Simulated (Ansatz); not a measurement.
# CaNbCdF, from a guessed structure to a relaxed one

This structure for CaNbCdF is made up. Its elements were placed in a known structure type with a cell scaled to their sizes. What cell does the guess relax to, and how far off was it?

Main program and level: Ansatz 0.2.0; DFT, r2SCAN, plane-wave PAW, files of the set soft_1, scalar-relativistic, no spin, cell and ions relaxed at zero pressure; PAW set soft_1, in the first sound run; inputs show where later runs differ.

### 1. The structure

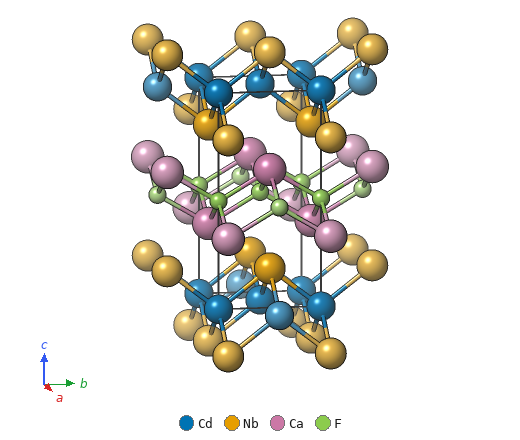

Start, viewed slightly off an axis; cadmium blue, niobium orange, calcium pink, fluorine green. Some periodic images of atoms are drawn too.

Structure file:

```cif
data_structure
_symmetry_space_group_name_H-M 'P4/nmm:1'
_symmetry_Int_Tables_number 129
_cell_length_a 4.2210
_cell_length_b 4.2210
_cell_length_c 8.8420
_cell_angle_alpha 90.000
_cell_angle_beta 90.000
_cell_angle_gamma 90.000
_cell_volume 157.54
loop_
_atom_site_label
_atom_site_type_symbol
_atom_site_symmetry_multiplicity
_atom_site_Wyckoff_symbol
_atom_site_fract_x
_atom_site_fract_y
_atom_site_fract_z
_atom_site_occupancy
Cd1 Cd 2 a 0.00000 0.00000 0.00000 1
Nb1 Nb 2 c 0.00000 0.50000 0.18230 1
Ca1 Ca 2 c 0.00000 0.50000 0.63970 1
F1 F 2 b 0.00000 0.00000 0.50000 1
```

### 2. Relaxation of the guess

The guess takes its coordinates from another compound and its volume from a rule, so the cell and any free coordinates are relaxed together.

File input.yaml:

```yaml
crystal:
  lattice:
    - [4.221, 0.0, 0.0]
    - [0.0, 4.221, 0.0]
    - [0.0, 0.0, 8.842]
  atoms:
    - { symbol: Cd, position: [0.0, 0.0, 0.0] }
    - { symbol: Cd, position: [0.5, 0.5, 0.0] }
    - { symbol: Nb, position: [0.0, 0.5, 0.1823] }
    - { symbol: Nb, position: [0.5, 0.0, 0.8177] }
    - { symbol: Ca, position: [0.0, 0.5, 0.6397] }
    - { symbol: Ca, position: [0.5, 0.0, 0.3603] }
    - { symbol: F, position: [0.0, 0.0, 0.5] }
    - { symbol: F, position: [0.5, 0.5, 0.5] }
kpoints:
  mp_grid: { grid: [6, 6, 3] }
scf:
  occupations: { method: fermi_dirac, width: 0.05 }
hamiltonian:
  xc: r2scan
  pseudopotentials: { kind: paw, azcp: { folder: soft_1 } }
relax:
  f_tol: 0.015
  max_steps: 70
  cell: {}
output:
  forces: true
  stress: true
```

The run is started by

```
ansatz run input.yaml --threads 4 --pin off --max-ram 10240MiB --backend cpu --events-out ev --progress --plain --runs-dir out
```

Numbers of over 12 decimals in the logs are rounded to 6 here.

The program printed:

```text
Engine: ansatz 0.2.0, aarch64-unknown-linux-gnu
Pseudopotentials: kind: paw
Pseudopotential: Cd, paw, valence charge 20, recommended cutoff 500 eV (meta_gga), soft_1/Cd.paw.azcp
Pseudopotential: Nb, paw, valence charge 13, recommended cutoff 500 eV (meta_gga), soft_1/Nb.paw.azcp
Pseudopotential: Ca, paw, valence charge 10, recommended cutoff 500 eV (meta_gga), soft_1/Ca.paw.azcp
Pseudopotential: F, paw, valence charge 7, recommended cutoff 500 eV (meta_gga), soft_1/F.paw.azcp
Functional definition: r2SCAN
  parameter k0 = 0.174
  parameter k1 = 0.065
  parameter a1 = 4.9479
  exchange = r2scan_x(k0 = k0, k1 = k1, a1 = a1)
  correlation = r2scan_c
Crystal: 8 atoms, lattice volume = 157.537 Å³
Basis set: ecut = 500 eV, 4001 PW (Γ), exchange–correlation on 128×128×288 points (64 copies of the dense FFT grid, shifted against one another)
Bands: 60, of which v1, the nominal top of the filled ones, is band 50 counted from 1 (49 counted from 0)
Symmetry: 16 space group operations
Space group: P4/nmm (ITA 129), of the structure as read, at distance tolerance 5.4e-5 Å
k-points: 20 of 108
Non-local potential: Cd, projectors of the file, l = 0: 3, l = 1: 2, l = 2: 2, l = 3: 1
Non-local potential: Nb, projectors of the file, l = 0: 3, l = 1: 2, l = 2: 2, l = 3: 1
Non-local potential: Ca, projectors of the file, l = 0: 3, l = 1: 2, l = 2: 2
Non-local potential: F, projectors of the file, l = 0: 2, l = 1: 2, l = 2: 1
PAW form: soft (Blöchl's): semilocal exchange-correlation on the pseudo side does not see the compensation charge
PAW frozen core: Cd, regenerated for the run's functional (the file was generated under x = pbe(κ = 0.804, μ = 0.219515), c = pbe(β = 0.066725))
PAW frozen core: Nb, regenerated for the run's functional (the file was generated under x = pbe(κ = 0.804, μ = 0.219515), c = pbe(β = 0.066725))
PAW frozen core: Ca, regenerated for the run's functional (the file was generated under x = pbe(κ = 0.804, μ = 0.219515), c = pbe(β = 0.066725))
PAW frozen core: F, regenerated for the run's functional (the file was generated under x = pbe(κ = 0.804, μ = 0.219515), c = pbe(β = 0.066725))
PAW one-centre angular grid: Cd, 590 points (default); XC on 160 Gauss nodes
PAW one-centre angular grid: Nb, 590 points (default); XC on 160 Gauss nodes
PAW one-centre angular grid: Ca, 302 points (default); XC on 160 Gauss nodes
PAW one-centre angular grid: F, 302 points (default); XC on 160 Gauss nodes
Initial density: superposition of atomic densities (chi_scale 0.1, normalization cell, long waves of neutral atoms (reshape's long-wave potential 3.83 eV rms, cloud 2.33 Å wide))
Initial wavefunctions: pseudopotential atomic-orbital guess
Functional: x = r2scan, c = r2scan; τ floored in thin density (d = 2e-4 eV/Å³)
SCF iter   1: F=—  HF=-30964.263549 eV  |F-HF|=—  |Δ(HF+E_count)|=         —  Δρ=4.83e-1  dr2=8.12e2  dr2_τ=1.37e1  ethr=3.10e-3  ⟨swp⟩=9.1  Hψ=4955  notcnv=0  defer=3
preconditioner: auto → Kerker (q_TF=auto, 2.529 Å⁻¹)  [metal: Δε(μ)=0.051 eV  Ē_g=8.990 eV  σ=0.050 eV  W_gap=0.25  n_scr=38 (ndim 8)  ℏωp=21.3 eV  f_vac=0.000  D(μ)=5.24/eV (n_scr^D=38)]
SCF iter   2: F=—  HF=-30942.777032 eV  |F-HF|=—  |Δ(HF+E_count)|=    2.15e1  Δρ=2.68e-1  dr2=7.63e1  dr2_τ=1.74e1  ethr=3.10e-3  ⟨swp⟩=5.9  Hψ=5214  notcnv=0  defer=31
SCF iter   3: F=—  HF=-30928.325098 eV  |F-HF|=—  |Δ(HF+E_count)|=    1.45e1  Δρ=1.19e-1  dr2=2.01e1  dr2_τ=7.58e-1  ethr=3.10e-3  ⟨swp⟩=4.4  Hψ=2925  notcnv=0  defer=17
SCF iter   4: F=—  HF=-30925.084586 eV  |F-HF|=—  |Δ(HF+E_count)|=    3.24e0  Δρ=3.88e-2  dr2=3.95e0  dr2_τ=2.05e-1  ethr=3.10e-3  ⟨swp⟩=4.8  Hψ=3044  notcnv=0  defer=12
SCF iter   5: F=—  HF=-30924.950708 eV  |F-HF|=—  |Δ(HF+E_count)|=   1.34e-1  Δρ=1.60e-2  dr2=1.58e0  dr2_τ=2.62e-2  ethr=3.10e-3  ⟨swp⟩=2.0  Hψ=1521  notcnv=0  defer=15
SCF iter   6: F=—  HF=-30924.881619 eV  |F-HF|=—  |Δ(HF+E_count)|=   6.91e-2  Δρ=1.32e-2  dr2=9.35e-1  dr2_τ=1.36e-2  ethr=1.58e-3  ⟨swp⟩=2.6  Hψ=1460  notcnv=0  defer=13
SCF iter   7: F=—  HF=-30924.821767 eV  |F-HF|=—  |Δ(HF+E_count)|=   5.99e-2  Δρ=1.31e-2  dr2=6.06e-1  dr2_τ=1.24e-2  ethr=9.35e-4  ⟨swp⟩=2.5  Hψ=1360  notcnv=0  defer=14
SCF iter   8: F=—  HF=-30924.733130 eV  |F-HF|=—  |Δ(HF+E_count)|=   8.86e-2  Δρ=6.29e-3  dr2=2.12e-1  dr2_τ=3.41e-3  ethr=6.06e-4  ⟨swp⟩=2.5  Hψ=1752  notcnv=0  defer=13
SCF iter   9: F=—  HF=-30924.698222 eV  |F-HF|=—  |Δ(HF+E_count)|=   3.49e-2  Δρ=3.37e-3  dr2=6.08e-2  dr2_τ=8.55e-4  ethr=2.12e-4  ⟨swp⟩=3.2  Hψ=1624  notcnv=0  defer=13
SCF iter  10: F=—  HF=-30924.684390 eV  |F-HF|=—  |Δ(HF+E_count)|=   1.38e-2  Δρ=7.45e-4  dr2=8.78e-4  dr2_τ=3.61e-5  ethr=6.08e-5  ⟨swp⟩=3.1  Hψ=1847  notcnv=0  defer=13
SCF iter  11: F=—  HF=-30924.684514 eV  |F-HF|=—  |Δ(HF+E_count)|=   1.24e-4  Δρ=2.19e-4  dr2=8.13e-5  dr2_τ=4.35e-6  ethr=8.78e-7  ⟨swp⟩=2.1  Hψ=1905  notcnv=0  defer=13
SCF iter  12: F=—  HF=-30924.684783 eV  |F-HF|=—  |Δ(HF+E_count)|=   2.69e-4  Δρ=7.77e-5  dr2=9.53e-6  dr2_τ=7.09e-7  ethr=8.13e-8  ⟨swp⟩=2.0  Hψ=1981  notcnv=0  defer=13
SCF iter  13: F=—  HF=-30924.684786 eV  |F-HF|=—  |Δ(HF+E_count)|=   3.16e-6  Δρ=2.58e-5  dr2=1.54e-6  dr2_τ=8.92e-8  ethr=9.53e-9  ⟨swp⟩=2.0  Hψ=1704  notcnv=0  defer=13
SCF iter  14: F=—  HF=-30924.684787 eV  |F-HF|=—  |Δ(HF+E_count)|=   5.93e-7  Δρ=7.03e-6  dr2=1.35e-7  dr2_τ=9.94e-9  ethr=1.54e-9  ⟨swp⟩=2.0  Hψ=1977  notcnv=0  defer=13
SCF iter  15: F=-30924.684787 eV  HF=-30924.684787 eV  |F-HF|=3.45e-9  |Δ(HF+E_count)|=   3.75e-8  Δρ=2.56e-6  dr2=1.09e-8  dr2_τ=9.07e-10  ethr=1.00e-10  ⟨swp⟩=4.7  Hψ=3561  notcnv=0
SCF 1 converged in 15 iterations: F = -30924.684787 eV  dr2 = 1.09e-8
  greatest PAW one-centre occupation: 1.002 electrons in one spin orbital (limit 2), on the Cd atom at site 1 (counted from 0), in its partial waves of l = 0
relax step   1: F+E_penalty+E_count = -30924.68478667 eV  Δ(F+E_penalty+E_count) = +0.000e0 eV  max|allowed force component| = 9.827e-1 eV/Å  Δτ_max = 0.0000 Å  P = +7.297 GPa  Ω = 157.537 Å³  (15 SCF iters, dr2 threshold 1.00e-7 eV, accepted)
Crystal: 8 atoms, lattice volume = 170.961 Å³
Basis set: ecut = 500 eV, 4337 PW (Γ), exchange–correlation on 128×128×288 points (64 copies of the dense FFT grid, shifted against one another)
Initial density: handed on by an earlier stage of this run
Initial wavefunctions: those handed on with the density
SCF iter   1: F=—  HF=-30924.765109 eV  |F-HF|=—  |Δ(HF+E_count)|=         —  Δρ=2.49e-2  dr2=6.81e0  dr2_τ=1.58e0  ethr=3.10e-3  ⟨swp⟩=8.3  Hψ=4259  notcnv=0
[...]
relax step  13: F+E_penalty+E_count = -30926.64741301 eV  Δ(F+E_penalty+E_count) = -1.237e-1 eV  max|allowed force component| = 3.594e-3 eV/Å  Δτ_max = 0.0000 Å  P = +0.852 GPa  Ω = 171.913 Å³  stress off target by 2.36e0 GPa  SCF on the basis re-selected at this cell (its energy is not comparable with the rows above)  (10 SCF iters)
relax step  14: F+E_penalty+E_count = -30926.70074715 eV  Δ(F+E_penalty+E_count) = -5.333e-2 eV  max|allowed force component| = 6.642e-2 eV/Å  Δτ_max = 0.0101 Å  P = +0.540 GPa  Ω = 172.760 Å³  energy of the carried Pulay correction = -5.784e-4 eV  (10 SCF iters, dr2 threshold 8.00e-7 eV, accepted)
relax step  15: F+E_penalty+E_count = -30926.76003265 eV  Δ(F+E_penalty+E_count) = -5.929e-2 eV  max|allowed force component| = 2.376e-1 eV/Å  Δτ_max = 0.0167 Å  P = +0.245 GPa  Ω = 173.259 Å³  energy of the carried Pulay correction = -9.795e-4 eV  (10 SCF iters, dr2 threshold 8.00e-7 eV, accepted)
relax step  16: F+E_penalty+E_count = -30926.77731519 eV  Δ(F+E_penalty+E_count) = -1.728e-2 eV  max|allowed force component| = 6.275e-2 eV/Å  Δτ_max = 0.0468 Å  P = +0.643 GPa  Ω = 170.950 Å³  energy of the carried Pulay correction = +2.555e-4 eV  (10 SCF iters, dr2 threshold 8.00e-7 eV, accepted)
relax step  17: F+E_penalty+E_count = -30926.78775570 eV  Δ(F+E_penalty+E_count) = -1.044e-2 eV  max|allowed force component| = 1.066e-1 eV/Å  Δτ_max = 0.0110 Å  P = -0.140 GPa  Ω = 172.393 Å³  energy of the carried Pulay correction = -5.147e-4 eV  (9 SCF iters, dr2 threshold 8.00e-7 eV, accepted)
relax step  18: F+E_penalty+E_count = -30926.79326972 eV  Δ(F+E_penalty+E_count) = -5.514e-3 eV  max|allowed force component| = 5.335e-2 eV/Å  Δτ_max = 0.0153 Å  P = +0.234 GPa  Ω = 172.233 Å³  energy of the carried Pulay correction = -4.526e-4 eV  (10 SCF iters, dr2 threshold 7.10e-7 eV, accepted)
relax step  19: F+E_penalty+E_count = -30926.79358911 eV  Δ(F+E_penalty+E_count) = -3.194e-4 eV  max|allowed force component| = 1.439e-2 eV/Å  Δτ_max = 0.0029 Å  P = +0.005 GPa  Ω = 172.637 Å³  energy of the carried Pulay correction = -6.881e-4 eV  (8 SCF iters, dr2 threshold 1.78e-7 eV, accepted)
Basis set: ecut = 500 eV, 4375 PW (Γ), exchange–correlation on 108×108×384 points (64 copies of the dense FFT grid, shifted against one another)
iter 1 solved again at ethr=4.95e-7 eV; its pass at ethr=3.10e-3 eV (dr2=4.95e-4 eV) is discarded
SCF iter   1: F=—  HF=-30926.793691 eV  |F-HF|=—  |Δ(HF+E_count)|=         —  Δρ=3.12e-4  dr2=1.13e-5  dr2_τ=1.18e-4  ethr=4.95e-7  ⟨swp⟩=3.0  Hψ=7655  notcnv=0
preconditioner: auto → Kerker (q_TF=auto, 2.491 Å⁻¹)  [metal: Δε(μ)=0.009 eV  Ē_g=8.204 eV  σ=0.050 eV  W_gap=0.04  n_scr=50 (ndim 8)  ℏωp=19.6 eV  f_vac=0.009  D(μ)=10.96/eV (n_scr^D=92)]
SCF iter   2: F=—  HF=-30926.794179 eV  |F-HF|=—  |Δ(HF+E_count)|=   4.88e-4  Δρ=1.61e-4  dr2=3.12e-6  dr2_τ=1.39e-5  ethr=1.13e-8  ⟨swp⟩=2.0  Hψ=2208  notcnv=0
SCF iter   3: F=—  HF=-30926.794722 eV  |F-HF|=—  |Δ(HF+E_count)|=   5.43e-4  Δρ=9.26e-6  dr2=4.80e-8  dr2_τ=3.59e-8  ethr=3.12e-9  ⟨swp⟩=2.0  Hψ=1889  notcnv=0
SCF iter   4: F=—  HF=-30926.794722 eV  |F-HF|=—  |Δ(HF+E_count)|=   1.74e-7  Δρ=2.76e-6  dr2=9.20e-9  dr2_τ=1.58e-9  ethr=4.80e-11  ⟨swp⟩=2.0  Hψ=2032  notcnv=0
SCF iter   5: F=—  HF=-30926.794722 eV  |F-HF|=—  |Δ(HF+E_count)|=   1.26e-8  Δρ=8.85e-7  dr2=3.73e-9  dr2_τ=1.36e-10  ethr=9.20e-12  ⟨swp⟩=2.1  Hψ=1662  notcnv=0
SCF iter   6: F=—  HF=-30926.794722 eV  |F-HF|=—  |Δ(HF+E_count)|=  1.38e-10  Δρ=3.79e-7  dr2=1.66e-9  dr2_τ=1.25e-11  ethr=3.73e-12  ⟨swp⟩=2.7  Hψ=1921  notcnv=0
SCF iter   7: F=—  HF=-30926.794722 eV  |F-HF|=—  |Δ(HF+E_count)|=  1.09e-10  Δρ=2.85e-7  dr2=5.69e-10  dr2_τ=1.12e-11  ethr=1.66e-12  ⟨swp⟩=2.1  Hψ=1412  notcnv=0
SCF iter   8: F=—  HF=-30926.794722 eV  |F-HF|=—  |Δ(HF+E_count)|=  9.46e-11  Δρ=1.77e-7  dr2=1.90e-10  dr2_τ=5.29e-12  ethr=1.00e-12  ⟨swp⟩=2.0  Hψ=1344  notcnv=0
SCF iter   9: F=-30926.794722 eV  HF=-30926.794722 eV  |F-HF|=7.28e-12  |Δ(HF+E_count)|=  1.09e-11  Δρ=8.47e-8  dr2=3.57e-11  dr2_τ=6.98e-13  ethr=1.00e-12  ⟨swp⟩=4.0  Hψ=3467  notcnv=0
SCF 20 converged in 9 iterations: F = -30926.794722 eV  dr2 = 3.57e-11
relax step  20: F+E_penalty+E_count = -30926.79472189 eV  Δ(F+E_penalty+E_count) = -1.133e-3 eV  max|allowed force component| = 1.469e-2 eV/Å  Δτ_max = 0.0000 Å  P = +0.003 GPa  Ω = 172.637 Å³  stress off target by 2.63e-2 GPa  SCF on the basis re-selected at this cell (its energy is not comparable with the rows above)  (9 SCF iters)
basis re-selected at this cell: Δ(F+E_penalty+E_count) = -1.133e-3 eV, ΔP = -0.002 GPa vs the last step (what re-selecting the basis moved, of the pressure what is left beyond the Pulay correction that the steps carried, after the strain that the cell walked since its last selection, with what the two solves' SCF thresholds leave and, on support functions, any second-order correction that the steps lacked; it is no measure of the basis error at this ecutwfc). The dense FFT grid was sized anew with the basis: this SCF ran on 27×27×96 points, the steps before it on 30×30×90, so part of this shift can come from that change (see relax.cell in the input reference). [rest of the remark cut]
SCF converged after 9 iterations
Free energy (F): -30926.794722 eV
Harris-Foulkes:  -30926.794722 eV  (|F-HF|=7.28e-12)
Internal energy: -30926.710049 eV  (E = F + TS)
E sigma→0 (E₀):  -30926.752386 eV
Entropy (-TS):   -0.084673 eV (-10.584 meV/atom)
Fermi energy:    10.226628 eV
--- Per-component energies (eV) ---
  E_band       = -1669.038203
  E_kinetic    = 2521.922068
  E_local      = -16358.488919  (includes V_loc(G=0)·N_el)
  E_nonlocal   = 783.543980
  E_hartree    = 7211.746466
  E_xc         = -1017.842815
  E_vxc        = -1454.436073  (∫ρ·V_xc dr)
  E_paw        = -16594.197139  (= ΣΔE_a)
  E_vpaw       = -1681.044918  (= ΣTr[D̂ρ^β])
  E_aug_tail   = 0.000653  (compensation charges beyond the density's cutoff)
  E_vtau       = 95.972321  (kinetic-family band-sum trace: ∫τ·v_τ [+ j·A + Jᵃ·Aᵃ] dr)
  E_ewald      = -7471.375838
  E_core_change = -2.018504  (= ΣΔE_core)
  E_smearing   = -0.084673  (= −TS)
  E_closure    = -0.000000  (closes the sum)
  Σ components = -30926.794722   (vs F -30926.794722, Δ=0.00e0)
--- Forces (eV/Å), atoms counted from 1 ---
  atom   1  Cd     0.00000000     0.00000000     0.00000000
  atom   2  Cd     0.00000000     0.00000000     0.00000000
  atom   3  Nb     0.00000000     0.00000000    -0.00411531
  atom   4  Nb     0.00000000     0.00000000     0.00411531
  atom   5  Ca     0.00000000     0.00000000     0.01468631
  atom   6  Ca     0.00000000     0.00000000    -0.01468631
  atom   7  F      0.00000000     0.00000000     0.00000000
  atom   8  F      0.00000000     0.00000000     0.00000000
  max |Σ_I F_I| component: 0.00e0 eV/Å
--- Stress (GPa, compression-positive) ---
       -0.008657       0.000000       0.000000
        0.000000      -0.008657       0.000000
        0.000000       0.000000       0.026335
  P = ⅓ Tr σ = 0.0030 GPa (0.030 kbar)
--- Relaxed structure (18 steps of the walk, 17 accepted, 2 SCFs on fresh bases) ---
  F+E_penalty+E_count = -30926.79472189 eV   max|allowed force component| = 1.469e-2 eV/Å   (the final SCF, on the basis selected at the relaxed cell)
  cell:  # Å, volume = 172.6372 Å³
    - [3.683082, 0, 0.0]
    - [0, 3.683082, 0.0]
    - [0.0, 0.0, 12.726583]
  atoms:
    - { symbol: Cd, position: [0, 0, -1.7013464310378162e-19] }
    - { symbol: Cd, position: [0.5, 0.5, -1.7013464310378162e-19] }
    - { symbol: Nb, position: [0, 0.5, 0.188342] }
    - { symbol: Nb, position: [0.5, 0, 0.811658] }
    - { symbol: Ca, position: [0, 0.5, 0.608008] }
    - { symbol: Ca, position: [0.5, 0, 0.391992] }
    - { symbol: F, position: [0, 0, 0.5] }
    - { symbol: F, position: [0.5, 0.5, 0.5] }
```

Run time: 1.9 min. Hardware: 4 threads of Arm Neoverse V2, shared host; peak memory 1.1 GiB.

The steps of the relaxation:

```
step  energy less that of the first step (eV)  largest force component (eV/Å)  pressure (GPa)  volume (Å³)
   1                                   0.0000                          0.9827            7.30       157.54
   2                                  -0.5146                          0.2440            0.39       170.96
   3                                  -0.8278                          0.2898           -0.43       174.97
   4                                  -1.1990                          0.0527           -0.20       174.55
   5                                  -1.4951                          0.0962            0.39       173.25
   6                                  -1.7059                          0.0691            0.55       172.26
   7                                  -1.7853                          0.2381           -0.54       175.91
   8                                  -1.6950                          0.7484           -2.89       175.08
   9                                  -1.8312                          0.2443            0.68       171.10
  10                                  -1.8362                          0.1093           -0.23       172.07
  11                                  -1.8390                          0.0088            0.05       171.81
  12                                  -1.8390                          0.0018            0.00       171.91
 13*                                  -1.9626                          0.0036            0.85       171.91
  14                                  -2.0160                          0.0664            0.54       172.76
  15                                  -2.0752                          0.2376            0.24       173.26
  16                                  -2.0925                          0.0628            0.64       170.95
  17                                  -2.1030                          0.1066           -0.14       172.39
  18                                  -2.1085                          0.0534            0.23       172.23
  19                                  -2.1088                          0.0144            0.00       172.64
 20*                                  -2.1099                          0.0147            0.00       172.64
```

Relaxation steps marked * repeat the geometry before them on a plane-wave basis chosen anew for their cell, so energy and pressure can jump there. Relaxation step 8 was tried and not accepted.

Forces are held to the 16 operations that the run works with; a distortion that breaks them can't arise in this run.

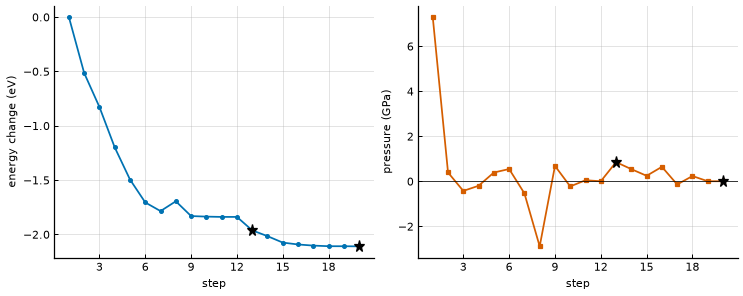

Energy and pressure along the relaxation. Stars mark steps on a basis chosen anew.

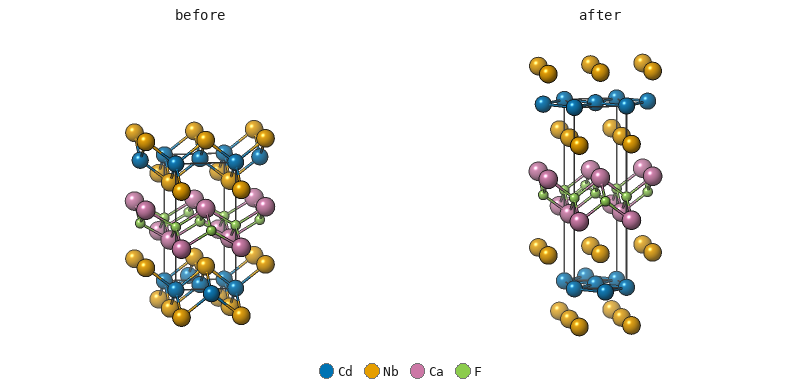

Before and after, at one scale.

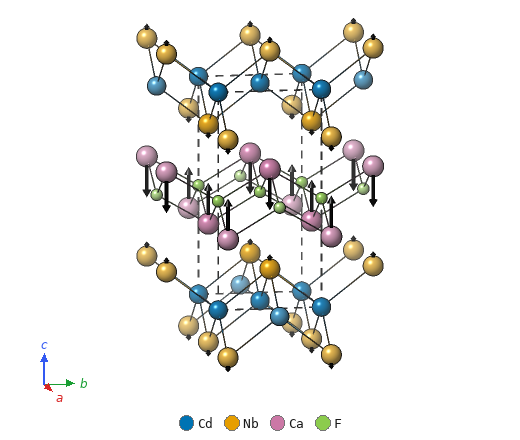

Displacements in the relaxation, exaggerated, measured against the changing cell; the longest in the cell stands for 0.40 Å. Some periodic images of atoms are drawn too.

```
     cell as run  before   after   change
           a (Å)   4.221   3.683  -12.7 %
           b (Å)   4.221   3.683  -12.7 %
           c (Å)   8.842  12.727  +43.9 %
volume (Å³/atom)   19.69   21.58   +9.6 %
```

The atoms that moved most (Å, as changes of fractional coordinates times the final cell):

```
atom     dx     dy      dz  length
 Ca6  0.000  0.000   0.403   0.403
 Ca5  0.000  0.000  -0.403   0.403
 Nb3  0.000  0.000   0.077   0.077
 Nb4  0.000  0.000  -0.077   0.077
```

Numbers from this step:

```
free energy             : -30926.7947 eV
energy at zero smearing : -30926.7524 eV
smearing term TS        : 0.08467 eV
Fermi energy            : 10.23 eV
electrons               : 100
symmetry operations     : 16
pressure                : 0.003007 GPa
```

Shortest distances by pair of elements, guess and relaxed (not always the same contact):

```
 pair  guess (Å)  relaxed (Å)
 Ca–F      2.445        2.298
Cd–Cd      2.985        2.604
  F–F      2.985        2.604
Cd–Nb      2.656        3.023
Ca–Nb      3.374        3.674
```

The relaxation ends with a largest force component of 0.015 eV/Å and a pressure of 0.00 GPa.

(Part 1 of 2 ends here.)

[Logs are printed without paths, hosts, clocks, repeated set-up lines and the standing remarks that a program may print on its own settings, such as how far it seeks lower states.]

[Hosts, paths, dates, database ids (printed as entryN), source tags and the programs' standing remarks are cut or masked in the printed files.]
